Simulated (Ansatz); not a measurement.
## Nudged elastic band of SiH₄ClF

The run: nudged elastic band of SiH₄ClF. Method and program: RKS PBE-D4/def2-SVP (Ansatz 0.2.0).

It belongs to a series of runs on one base structure; here: band between the two ends. Figures and captions count atoms from 1; the log counts them from 0 in places.

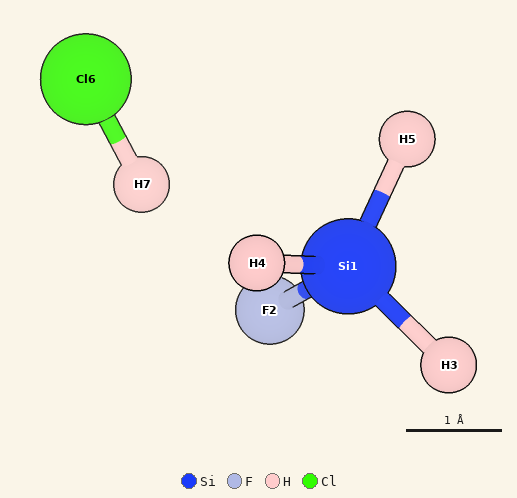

*The structure as given in the input (ball-and-stick view, seen at a tilt; atoms are numbered from 1 in the order of the input).*

Bond lengths as drawn: Cl–H 1.31 Å, F–Si 1.66 Å and H–Si 1.50 Å.

Summary:

```tsv
quantity	value
outcome	converged
barrier, forward	1.139 eV
barrier, backward	0.768 eV
hardware	2 threads of Arm Neoverse V1, 24 GiB of memory available, shared host
wall time	56 s (CPU time 1.8 min)
peak memory	0.13 GiB
```

Notes:

The order of the saddle point was not checked.

Input file:
```yaml
crystal:
  periodic: [false, false, false]
  atoms:
    - { symbol: Si, position_ang: [0.253856, 6.7e-05, -0.121125] }
    - { symbol: F, position_ang: [0.106203, -2.9e-05, 1.532457] }
    - { symbol: H, position_ang: [1.72308, 0.000224, -0.418675] }
    - { symbol: H, position_ang: [-0.393431, 1.240648, -0.653066] }
    - { symbol: H, position_ang: [-0.39323, -1.240618, -0.65307] }
    - { symbol: Cl, position_ang: [-3.000659, 6.3e-05, 1.490048] }
    - { symbol: H, position_ang: [-1.767018, -0.000355, 1.920032] }
basis:
  gaussian: { orbitals: def2-SVP }
hamiltonian:
  xc: pbe
  dispersion: d4
neb:
  order_check: false
  images: 8
  f_tol: 0.05
  max_iterations: 60
  climbing: false
  final_atoms:
    - { symbol: Si, position_ang: [-0.41132041, -7.898e-05, -0.53078235] }
    - { symbol: F, position_ang: [0.03244724, 0.00062681, 2.88111723] }
    - { symbol: H, position_ang: [0.75851656, -0.000438, 0.39749298] }
    - { symbol: H, position_ang: [-0.44758792, 1.23096665, -1.38430265] }
    - { symbol: H, position_ang: [-0.44762981, -1.23056434, -1.38510975] }
    - { symbol: Cl, position_ang: [-2.14932334, -0.00043744, 0.66442792] }
    - { symbol: H, position_ang: [-0.80630133, -7.47e-05, 2.45375761] }
  initial_path:
    images:
      - { positions_ang: [[0.253856, 6.7e-05, -0.121125], [0.106203, -2.9e-05, 1.532457], [1.72308, 0.000224, -0.418675], [-0.393431, 1.240648, -0.653066], [-0.39323, -1.240618, -0.65307], [-3.000659, 6.3e-05, 1.490048], [-1.767018, -0.000355, 1.920032]] }
      - { positions_ang: [[0.20002445, 6.277e-05, -0.09123643], [0.07369332, -3.845e-05, 1.62584087], [1.65148068, 0.00020432, -0.42251599], [-0.45332084, 1.22971493, -0.61703138], [-0.45314152, -1.22966974, -0.61706649], [-2.84806533, 2.776e-05, 1.31844671], [-1.64186975, -0.00030159, 1.90016371]] }
      - { positions_ang: [[0.14619289, 5.854e-05, -0.06134786], [0.04118363, -4.789e-05, 1.71922474], [1.57988136, 0.00018463, -0.42635698], [-0.51321068, 1.21878185, -0.58099675], [-0.51305305, -1.21872148, -0.58106299], [-2.69547166, -7.47e-06, 1.14684543], [-1.51672149, -0.00024818, 1.88029542]] }
      - { positions_ang: [[0.09236134, 5.431e-05, -0.03145929], [0.00867395, -5.734e-05, 1.81260861], [1.50828204, 0.00016495, -0.43019797], [-0.57310052, 1.20784878, -0.54496213], [-0.57296457, -1.20777322, -0.54505948], [-2.54287799, -4.271e-05, 0.97524414], [-1.39157324, -0.00019476, 1.86042713]] }
      - { positions_ang: [[0.03852979, 5.008e-05, -0.00157073], [-0.02383574, -6.679e-05, 1.90599248], [1.43668273, 0.00014527, -0.43403896], [-0.63299037, 1.1969157, -0.50892751], [-0.6328761, -1.19682496, -0.50905598], [-2.39028433, -7.795e-05, 0.80364285], [-1.26642498, -0.00014135, 1.84055884]] }
      - { positions_ang: [[-0.0353787, 3.386e-05, -0.04708821], [-0.03203082, 6.08e-06, 2.05584362], [1.32950901, 7.171e-05, -0.34335363], [-0.6390078, 1.19584, -0.59017602], [-0.63892052, -1.19570788, -0.59039373], [-2.29569147, -0.00013355, 0.71190729], [-1.15967869, -0.00011021, 1.89986168]] }
      - { positions_ang: [[-0.12936413, 5.65e-06, -0.16801174], [-0.01591131, 0.00016126, 2.26216202], [1.1867609, -5.572e-05, -0.15814198], [-0.59115283, 1.20462166, -0.78870768], [-0.59109784, -1.204422, -0.78907273], [-2.25909944, -0.00020953, 0.70003745], [-1.07133435, -0.00010133, 2.03833567]] }
      - { positions_ang: [[-0.22334956, -2.256e-05, -0.28893528], [0.00020821, 0.00031645, 2.46848043], [1.04401279, -0.00018315, 0.02706968], [-0.54329786, 1.21340332, -0.98723934], [-0.54327516, -1.21313611, -0.98775174], [-2.22250741, -0.0002855, 0.6881676], [-0.98299001, -9.245e-05, 2.17680965]] }
      - { positions_ang: [[-0.31733498, -5.077e-05, -0.40985881], [0.01632773, 0.00047163, 2.67479883], [0.90126468, -0.00031058, 0.21228133], [-0.49544289, 1.22218499, -1.185771], [-0.49545248, -1.22185022, -1.18643075], [-2.18591537, -0.00036147, 0.67629776], [-0.89464567, -8.357e-05, 2.31528363]] }
      - { positions_ang: [[-0.41132041, -7.898e-05, -0.53078235], [0.03244724, 0.00062681, 2.88111723], [0.75851656, -0.000438, 0.39749298], [-0.44758792, 1.23096665, -1.38430265], [-0.44762981, -1.23056434, -1.38510975], [-2.14932334, -0.00043744, 0.66442792], [-0.80630133, -7.47e-05, 2.45375761]] }
```

Launch command:
```bash
ansatz run input.yaml --threads 2 --pin off --max-ram 3072MiB --backend cpu --events-out ev --progress --plain --runs-dir out
```

The program's output:
```
Engine: ansatz 0.2.0, aarch64-unknown-linux-gnu
Functional definition: PBE
  parameter kappa = 0.804
  parameter beta = 0.06672455060314922
  exchange = pbe_x(kappa = kappa, mu = beta*pi^2/3)
  correlation = pbe_c(beta = beta)
771 factors; their error is unknown
mean field evaluation 1: about -23161.4027 eV, gradient 2.9e1 eV
mean field evaluation 2: about -23158.4638 eV, gradient 5.4e1 eV
mean field evaluation 4: about -23162.8726 eV, gradient 1.4e0 eV
mean field evaluation 8: about -23162.8219 eV, gradient 2.5e-2 eV
mean field -23162.82186476 eV, -851.2180032052 hartree, gradient 2.0e-5 eV, S^2 0.000000; 0 other end points of the search recorded, 0 dependent functions left out
the calculation of the forces begins
reference -23162.82189513 eV, -851.2180043216 hartree; 22, 22 occupied and 48, 48 virtual orbitals, 771 factors
771 factors; their error is unknown
mean field evaluation 16: about -23158.1903 eV, gradient 5.4e1 eV
mean field -23162.44418443 eV, -851.2041237094 hartree, gradient 1.7e-5 eV, S^2 0.000000; 0 other end points of the search recorded, 0 dependent functions left out
[... from here on the field's lines of each further geometry are left out, up to the last ...]
NEB iter   1: max|band force component| = 5.243e0 eV/Å  barrier→ = 2.1152 eV  barrier← = 1.7445 eV  Δτ_max = 0.2000 Å  (233 SCF iters)
NEB iter   2: max|band force component| = 1.898e0 eV/Å  barrier→ = 1.4202 eV  barrier← = 1.0496 eV  Δτ_max = 0.1938 Å  (216 SCF iters)
NEB iter   3: max|band force component| = 9.066e-1 eV/Å  barrier→ = 1.2210 eV  barrier← = 0.8504 eV  Δτ_max = 0.1408 Å  (214 SCF iters)
NEB iter   4: max|band force component| = 8.265e-1 eV/Å  barrier→ = 1.2350 eV  barrier← = 0.8644 eV  Δτ_max = 0.0581 Å  (210 SCF iters)
NEB iter   5: max|band force component| = 4.751e-1 eV/Å  barrier→ = 1.1725 eV  barrier← = 0.8019 eV  Δτ_max = 0.0507 Å  (214 SCF iters)
NEB iter   6: max|band force component| = 2.789e-1 eV/Å  barrier→ = 1.1420 eV  barrier← = 0.7714 eV  Δτ_max = 0.0229 Å  (209 SCF iters)
NEB iter   7: max|band force component| = 1.160e-1 eV/Å  barrier→ = 1.1392 eV  barrier← = 0.7686 eV  Δτ_max = 0.0118 Å  (193 SCF iters)
the calculation of the forces begins
reference -23162.37571840 eV, -851.2016076292 hartree; 22, 22 occupied and 48, 48 virtual orbitals, 771 factors
771 factors; their error is unknown
mean field evaluation 640: about -23161.6666 eV, gradient 8.4e-6 eV
mean field -23161.66655225 eV, -851.1755462538 hartree, gradient 8.4e-6 eV, S^2 0.000000; 1 other end points of the search recorded, 0 dependent functions left out
the calculation of the forces begins
reference -23161.66658051 eV, -851.1755472921 hartree; 22, 22 occupied and 48, 48 virtual orbitals, 771 factors
NEB iter   8: max|band force component| = 4.058e-2 eV/Å  barrier→ = 1.1388 eV  barrier← = 0.7682 eV  Δτ_max = 0.0000 Å  (372 SCF iters)
```

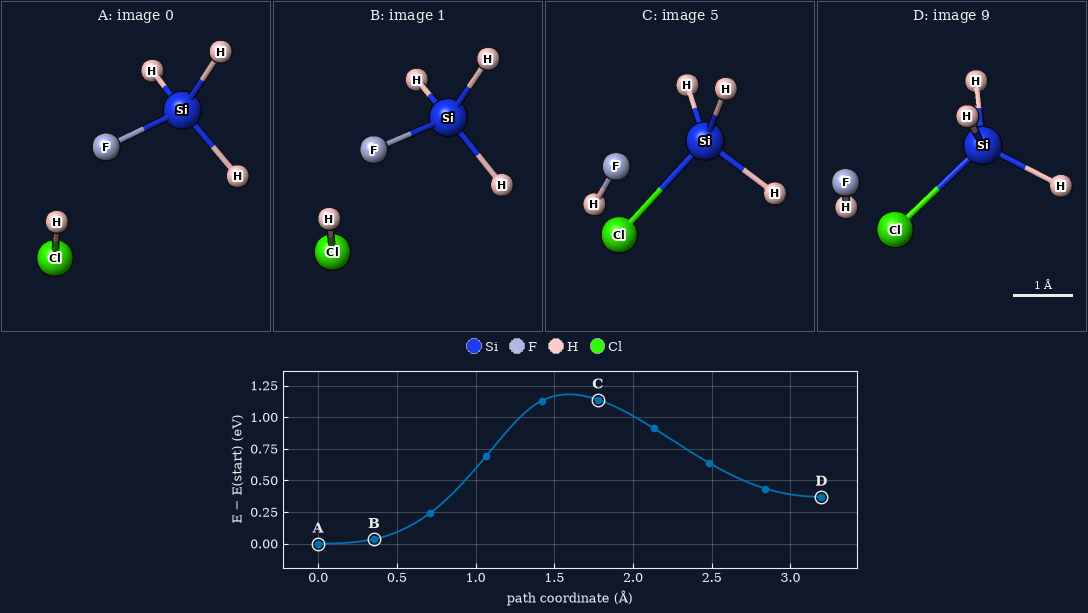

*Images of the last band (counted from 0; ball-and-stick, seen at an oblique angle) above the energy along the path; the line is a cubic interpolation that uses the forces.*

The highest image is number 5, 1.139 eV above the start and 0.768 eV above the end; the end lies 0.371 eV above the start. The path is 3.20 Å long. The band converged in 8 iterations.

```
Total energy: -23161.78260968 eV, -851.1798112855 hartree
Atom 0 at    -0.274151    -0.000079    -0.153409 Å, force    -0.098113    -0.000115    -0.084581 eV/Å
Atom 1 at     0.013135     0.000551     2.023469 Å, force    -0.029441     0.000298     0.204031 eV/Å
Atom 2 at     1.223455    -0.000401     0.052471 Å, force    -0.127677    -0.000235     0.074147 eV/Å
Atom 3 at    -0.556206     1.273401    -0.885515 Å, force    -0.001632     0.005861    -0.108207 eV/Å
Atom 4 at    -0.556348    -1.272961    -0.886516 Å, force    -0.001719    -0.005746    -0.108646 eV/Å
Atom 5 at    -2.335045    -0.000698     0.877496 Å, force     0.083288    -0.000282    -0.128363 eV/Å
Atom 6 at    -0.986039     0.000187     2.068604 Å, force     0.175294     0.000219     0.151618 eV/Å
Dipole moment:     0.113775     0.000081    -0.022873 e Å
this run last wrote the band of iteration 8 to [file]
```

The last band as extended XYZ (Å, eV, eV/Å):
```
7
Properties=species:S:1:pos:R:3:forces:R:3 image=0 energy=-23162.92138
Si    0.2539    0.0001   -0.1211    0.0129   0.0000  -0.0055
F     0.1062    0.0000    1.5325   -0.0026   0.0000  -0.0010
H     1.7231    0.0002   -0.4187    0.0010  -0.0001   0.0020
H    -0.3934    1.2406   -0.6531   -0.0048   0.0028   0.0027
H    -0.3932   -1.2406   -0.6531   -0.0047  -0.0028   0.0025
Cl   -3.0007    0.0001    1.4900    0.0095  -0.0001   0.0068
H    -1.7670   -0.0004    1.9200   -0.0114   0.0002  -0.0075
7
Properties=species:S:1:pos:R:3:forces:R:3 image=1 energy=-23162.88557
Si    0.1793    0.0001   -0.0796    0.0847   0.0000  -0.0167
F     0.1209    0.0001    1.5874    0.0237  -0.0001  -0.0371
H     1.6439    0.0000   -0.3762    0.0774   0.0001  -0.1097
H    -0.4795    1.2390   -0.6023    0.0408   0.0004   0.0380
H    -0.4796   -1.2387   -0.6024    0.0408  -0.0004   0.0381
Cl   -2.8208   -0.0004    1.3030   -0.1448   0.0001   0.0824
H    -1.6354   -0.0001    1.8667   -0.1225  -0.0001   0.0050
7
Properties=species:S:1:pos:R:3:forces:R:3 image=2 energy=-23162.68023
Si    0.0717    0.0001   -0.0581    0.3298   0.0001  -0.0319
F     0.0900    0.0003    1.6355    0.0905  -0.0003  -0.2172
H     1.5444   -0.0002   -0.2342    0.3135   0.0002  -0.3311
H    -0.5318    1.2388   -0.6513    0.0495  -0.0268   0.1942
H    -0.5319   -1.2385   -0.6516    0.0495   0.0269   0.1947
Cl   -2.6355   -0.0005    1.1966   -0.3945   0.0001   0.2361
H    -1.4780    0.0000    1.8597   -0.4383  -0.0002  -0.0448
7
Properties=species:S:1:pos:R:3:forces:R:3 image=3 energy=-23162.23174
Si   -0.0548    0.0000   -0.0485    0.5343   0.0003   0.1236
F     0.0560    0.0004    1.7185    0.1916  -0.0004  -0.5898
H     1.4254   -0.0003   -0.1072    0.4473   0.0002  -0.3733
H    -0.5522    1.2488   -0.7253    0.0202  -0.0742   0.3127
H    -0.5523   -1.2485   -0.7258    0.0202   0.0743   0.3135
Cl   -2.4857   -0.0006    1.1075   -0.3780   0.0002   0.4795
H    -1.3075    0.0001    1.8774   -0.8356  -0.0004  -0.2662
7
Properties=species:S:1:pos:R:3:forces:R:3 image=4 energy=-23161.79159
Si   -0.1773    0.0000   -0.0805    0.2149   0.0000   0.1295
F     0.0136    0.0005    1.8503   -0.0357  -0.0001  -0.3318
H     1.3213   -0.0003   -0.0243    0.1624   0.0001  -0.1287
H    -0.5597    1.2632   -0.7965    0.0040  -0.0309   0.1580
H    -0.5598   -1.2628   -0.7973    0.0040   0.0310   0.1582
Cl   -2.4009   -0.0006    1.0009   -0.1298   0.0000   0.2012
H    -1.1085    0.0001    1.9439   -0.2198  -0.0001  -0.1864
7
Properties=species:S:1:pos:R:3:forces:R:3 image=5 energy=-23161.78258
Si   -0.2742   -0.0001   -0.1534   -0.0981  -0.0001  -0.0846
F     0.0131    0.0006    2.0235   -0.0294   0.0003   0.2040
H     1.2235   -0.0004    0.0525   -0.1277  -0.0002   0.0741
H    -0.5562    1.2734   -0.8855   -0.0016   0.0059  -0.1082
H    -0.5563   -1.2730   -0.8865   -0.0017  -0.0057  -0.1086
Cl   -2.3350   -0.0007    0.8775    0.0833  -0.0003  -0.1284
H    -0.9860    0.0002    2.0686    0.1753   0.0002   0.1516
7
Properties=species:S:1:pos:R:3:forces:R:3 image=6 energy=-23162.00854
Si   -0.3308   -0.0001   -0.2534   -0.1410  -0.0001  -0.2175
F     0.0203    0.0007    2.2296    0.0712   0.0006   0.4416
H     1.1180   -0.0005    0.1586   -0.2458  -0.0004   0.1680
H    -0.5341    1.2756   -1.0001    0.0032   0.0053  -0.2540
H    -0.5343   -1.2750   -1.0013    0.0030  -0.0052  -0.2547
Cl   -2.2700   -0.0008    0.7907    0.1596  -0.0004  -0.1277
H    -0.9402    0.0002    2.1724    0.1497   0.0002   0.2442
7
Properties=species:S:1:pos:R:3:forces:R:3 image=7 energy=-23162.28458
Si   -0.3664   -0.0002   -0.3545   -0.0898   0.0000  -0.2082
F     0.0294    0.0008    2.4380    0.0654   0.0005   0.4081
H     0.9966   -0.0007    0.2675   -0.2537  -0.0004   0.1749
H    -0.5072    1.2690   -1.1264    0.0145  -0.0129  -0.2546
H    -0.5074   -1.2684   -1.1278    0.0145   0.0132  -0.2552
Cl   -2.2130   -0.0008    0.7417    0.1238  -0.0004  -0.0506
H    -0.9032    0.0002    2.2580    0.1253   0.0001   0.1855
7
Properties=species:S:1:pos:R:3:forces:R:3 image=8 energy=-23162.48599
Si   -0.3916   -0.0002   -0.4449   -0.0378   0.0000  -0.1003
F     0.0371    0.0009    2.6455    0.0322   0.0003   0.2185
H     0.8623   -0.0007    0.3666   -0.1482  -0.0003   0.0905
H    -0.4750    1.2516   -1.2578    0.0158  -0.0189  -0.1429
H    -0.4751   -1.2510   -1.2592    0.0158   0.0191  -0.1432
Cl   -2.1722   -0.0008    0.7074    0.0477  -0.0003  -0.0159
H    -0.8567    0.0002    2.3390    0.0746   0.0001   0.0933
7
Properties=species:S:1:pos:R:3:forces:R:3 image=9 energy=-23162.55077
Si   -0.4113   -0.0001   -0.5308    0.0009   0.0000  -0.0014
F     0.0324    0.0006    2.8811    0.0008   0.0000   0.0008
H     0.7585   -0.0004    0.3975    0.0003   0.0000  -0.0001
H    -0.4476    1.2310   -1.3843   -0.0003  -0.0001   0.0006
H    -0.4476   -1.2306   -1.3851   -0.0004   0.0001   0.0005
Cl   -2.1493   -0.0004    0.6644   -0.0008  -0.0001  -0.0003
H    -0.8063   -0.0001    2.4538   -0.0006   0.0001  -0.0001
```
